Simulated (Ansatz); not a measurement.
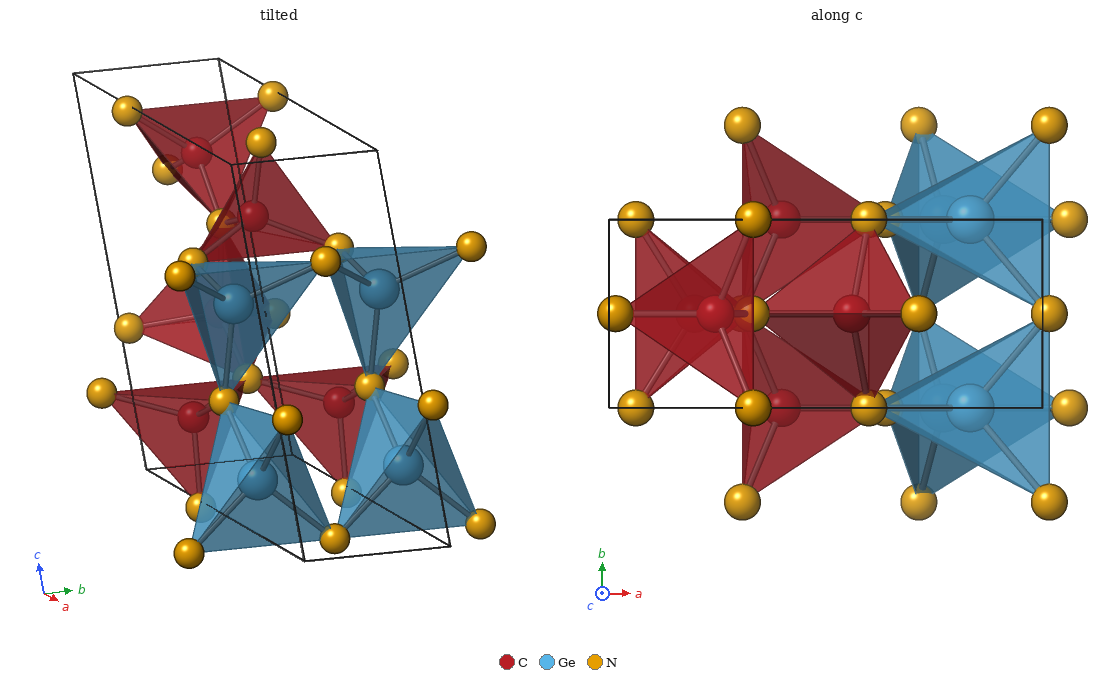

Shown here is a polyhedral view of the crystal, taken slightly off an axis and along the c axis. One conventional unit cell is framed, with atoms on its boundary repeated. A few atoms beyond the faces are included.

GeC$_{2}$N$_{4}$, space group Pm (No. 6), a = 6.875 Å, b = 2.645 Å, c = 6.894 Å, α = 90.00°, β = 117.66°, γ = 90.00°. Its origin is a structure type filled with these elements by a generator (whether the compound takes this form wasn't checked). Earlier steps of the study, as a rule a relaxation of our own, may have changed the cell and positions, so they can lie some per cent off the listed ones. An electronic-structure calculation with Ansatz was run on it.

This one geometry was computed with Ansatz (DFT, plane waves, PAW) at five levels of theory: PBE with spin-orbit coupling, r2SCAN, HSE06, PBE0 and PBE. It was relaxed beforehand with r2SCAN.

Question: Which level gives the highest pressure at this volume, and what does that say about its equilibrium volume?

Answer: Highest: PBE with spin-orbit coupling (6.3 GPa) and PBE (6.3 GPa), which points to the largest equilibrium volume. Lowest, with the smallest volume: HSE06 (-4.2 GPa) and PBE0 (-4.3 GPa). Levels within 0.5 GPa of each other can't be told apart.

Question: How does the band gap change with the level of theory?

Answer: PBE: a gap of 2.40 eV, direct; PBE with spin-orbit coupling: a gap of 2.40 eV, direct; r2SCAN: a gap of 2.77 eV, direct; HSE06: a gap of 3.87 eV, direct; PBE0: a gap of 4.64 eV, direct.

Question: Collect the results in a table.

Answer:
| level | cutoff (eV) | k-mesh of the run's cell | gap (eV) | pressure (GPa) |
| --- | --- | --- | --- | --- |
| PBE with spin-orbit coupling | 420 | 4×10×4 | 2.40 | 6.3 |
| r2SCAN | 500 | 4×10×4 | 2.77 | 0.0 |
| HSE06 | 420 | 4×6×4 | 3.87 | -4.2 |
| PBE0 | 420 | 4×6×4 | 4.64 | -4.3 |
| PBE | 420 | 4×10×4 | 2.40 | 6.3 |

Gaps are taken on the k-mesh or band path of each run.
